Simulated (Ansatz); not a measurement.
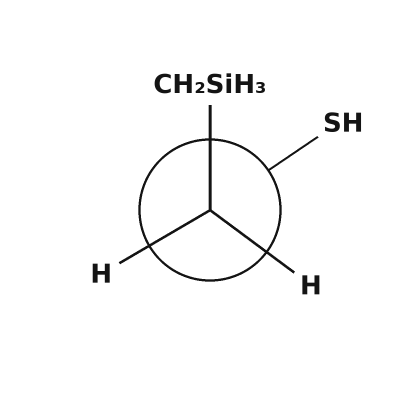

A Newman projection along the C–S bond, carbon in front; angles are drawn as computed, but eclipsed bonds slightly apart. The computed structure is the end point of a PBE-D4/def2-SVP optimisation. No frequency run is at hand to confirm it as a minimum.

Which molecule is it?

C2H8S2Si, [SiH3]CCSS

What is the torsion angle from the front CH2SiH3 to the back SH? The sign is positive where the front bond must turn clockwise to cover the back bond.

56°, synclinal (gauche).
